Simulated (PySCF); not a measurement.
# GaNH6 (SMILES [NH3+][GaH3-]): levels of theory compared

We compute a comparison of 4 runs (mPWPW91/6-311G*, SOS-MP2/6-311++G**, CCSD/6-31G*) of GaNH6. 

The results are computed with PySCF 2.14.0.

6 further runs of the same task are left out: 3 that didn't finish, 3 set aside as unsound or not needed.

## 1. The molecule

The species is GaNH6 (8 atoms), meant as a singlet with charge 0. As SMILES, `[NH3+][GaH3-]`. The shape is that of a PBE0-D4/def2-TZVP optimisation.

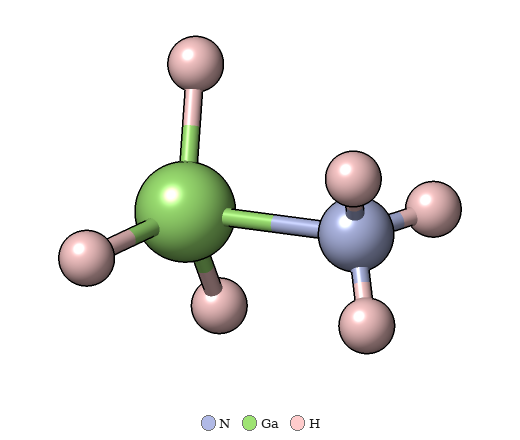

The structure, seen from a chosen angle (nitrogen light blue, gallium green, hydrogen pink).

## 2. Energy and forces at mPWPW91/6-311G(d) (C-PCM aniline) (run 1)

File run.py:

```python
# [NH3+][GaH3-]
import pyscf.grad
from pyscf import gto, dft, solvent

mol = gto.M(
    atom='''
N     -0.313300    -0.153600    -0.970200
Ga     0.367200     0.153200     1.047500
H     -0.334500     0.723200    -1.478000
H     -1.247400    -0.546600    -0.977000
H      0.302300    -0.790400    -1.462500
H     -0.755200     1.164500     1.515600
H      1.800200     0.736200     0.718800
H      0.273000    -1.343500     1.550100
''',
    verbose=4,
    basis='6-311g*',
    max_memory=1860,
)

mf = dft.RKS(mol)
mf.xc = 'mpw91,pw91'
mf = mf.PCM()
mf.with_solvent.method = 'C-PCM'
mf.with_solvent.eps = 6.8882
mf.init_guess = 'huckel'
mf.kernel()

e_final = mf.e_tot
print('Final energy', e_final)
grad = mf.Gradients().kernel()
```

Run with:

```
$ OMP_NUM_THREADS=1 python run.py
```

Standard output:

```text
PySCF version 2.14.0

[... 88 lines left out ...]
Atomic HF for atom  N  converged. SCF energy = -53.8377660856528
[... 39 lines left out ...]
Solvent Energy = -0.0155130753413754
[... 15 lines left out ...]
Solvent Energy = -0.0185959683639539
[... 15 lines left out ...]
Solvent Energy = -0.0186558512633322
[... 10 lines left out ...]
Final energy -1983.4056022439931
[... 1 line left out ...]
******** <class 'pyscf.solvent.grad.pcm.PCMGradients'> for <class 'pyscf.solvent._attach_solvent.PCMRKS'> ********
unit = Eh/Bohr
grid_response = False
--------------- PCMRKS (+PCM) gradients ---------------
         x                y                z
0 N    -0.0045874183    -0.0022056739    -0.0138754966
1 Ga     0.0037977762     0.0017106265     0.0112781987
2 H     0.0006317990    -0.0050114437     0.0045688624
[... 4 lines of this table left out ...]
7 H    -0.0006972499     0.0013774309    -0.0030321462
----------------------------------------------
```

Run time: 69 s. Hardware: 1 thread of AMD EPYC (Zen 3), shared host; peak memory 0.84 GiB.

## 3. The energy at SOS-MP2/6-311++G(d,p) (sfX2C) (run 2)

File input.xyz:

```xyz
8

N     -0.313300    -0.153600    -0.970200
Ga     0.367200     0.153200     1.047500
H     -0.334500     0.723200    -1.478000
H     -1.247400    -0.546600    -0.977000
H      0.302300    -0.790400    -1.462500
H     -0.755200     1.164500     1.515600
H      1.800200     0.736200     0.718800
H      0.273000    -1.343500     1.550100
```

File run.py:

```python
from pyscf import gto, scf, mp

mol = gto.M(
    atom='input.xyz',
    max_memory=1860,
    basis='6-311++g**',
    verbose=4,
    spin=0,
    charge=0,
)

mf = scf.RHF(mol)
mf = mf.x2c()
mf.kernel()

pt = mp.MP2(mf, frozen=10).run()
etot = mf.e_tot + 1.3 * pt.e_corr_os
print('E = %.10f Eh' % etot)
```

Run with:

```
$ OMP_NUM_THREADS=1 python run.py
```

Standard output:

```text
PySCF version 2.14.0

[... 64 lines left out ...]
converged SCF energy = -1998.091269771
[... 1 line left out ...]
******** <class 'pyscf.mp.mp2.RMP2'> ********
nocc = 12, nmo = 98
frozen orbitals 10
E(RMP2) = -1998.55273139046  E_corr = -0.461461619460372
E(SCS-RMP2) = -1998.54081780058  E_corr = -0.449548029574165
E_corr(same-spin) = -0.120237592821095
E_corr(oppo-spin) = -0.341224026639278
E = -1998.5348610056 Eh
```

Wall time 6.9 s (1 thread of AMD EPYC (Zen 3), shared host); peak memory 0.3 GiB.

Run 3 isn't shown in full; the table further down has it.

## 4. Energy and forces at CCSD/6-31G(d) (spherical functions) (run 4)

File input.py:

```python
import pyscf.grad
from pyscf import gto, cc
from pyscf.pbc.tools.pyscf_ase import PySCF, ase_atoms_to_pyscf
from ase import Atoms

atoms = Atoms(['N', 'Ga', 'H', 'H', 'H', 'H', 'H', 'H'], positions=[
    [-0.313300, -0.153600, -0.970200],
    [0.367200, 0.153200, 1.047500],
    [-0.334500, 0.723200, -1.478000],
    [-1.247400, -0.546600, -0.977000],
    [0.302300, -0.790400, -1.462500],
    [-0.755200, 1.164500, 1.515600],
    [1.800200, 0.736200, 0.718800],
    [0.273000, -1.343500, 1.550100],
])

mol = gto.Mole()
mol.atom = ase_atoms_to_pyscf(atoms)
mol.basis = '6-31g*'
mol.max_memory = 1860
mol.charge = 0
mol.verbose = 0
mol.build()

mf = mol.RHF()
atoms.calc = PySCF(method=cc.CCSD(mf, frozen=10))

e_ev = atoms.get_potential_energy()
print('energy %.6f eV' % e_ev)
forces = atoms.get_forces()
print('forces (eV/A)')
print(forces.round(5))
```

Run with:

```
$ OMP_NUM_THREADS=1 python input.py
```

Standard output:

```text
energy -53914.510683 eV
forces (eV/A)
[[ 0.08471  0.04375  0.26207]
 [-0.00977 -0.00412 -0.02625]
 [-0.01657  0.26527 -0.18829]
 [-0.29952 -0.12643 -0.0338 ]
 [ 0.18205 -0.20487 -0.18626]
 [-0.192    0.18175  0.10254]
 [ 0.26085  0.10657 -0.03858]
 [-0.00976 -0.26193  0.10858]]
```

Run time: 27 s. Hardware: 1 thread of AMD EPYC (Zen 3), shared host; peak memory 0.36 GiB.

## 5. Overview of the runs

```csv
run,level,task,dielectric constant,energy (Eh),dipole moment (D) of the reference,HOMO energy (eV),LUMO energy (eV),wall time
1,mPWPW91/6-311G* (C-PCM aniline),gradient,6.8882,-1983.405602,6.28,-6.68,-0.56,69 s
2,SOS-MP2/6-311++G** (sfX2C),energy,–,-1998.534861,5.03,-10.54,0.74,6.9 s
3,"SOS-MP2/6-311++G** (sfX2C, Cartesian functions)",energy,–,-1998.574551,5.02,-10.54,0.72,8.1 s
4,CCSD/6-31G* (spherical functions),gradient,–,-1981.321739,5.25,-10.48,2.65,27 s
```

## 6. Outcome

| quantity | value |
| --- | --- |
| run 4: total energy | -1981.32174 Eh |
| run 4: dipole moment (Hartree–Fock density) | 5.25 D |
| run 4: HOMO energy (Hartree–Fock orbitals) | -10.48 eV |
| run 4: LUMO energy (Hartree–Fock orbitals) | 2.65 eV |
| run 4: HOMO–LUMO gap (Hartree–Fock orbitals) | 13.14 eV |
| run 4: correlation energy (10 core orbitals frozen) | -430.5 mEh |
| run 4: T1 diagnostic | 0.011 |
| run 4: largest force on an atom | 0.331 eV/Å |

Some runs of one species differ in core potentials or relativity; totals across that change don't compare. All runs together took 1.8 min, the longest 69 s.
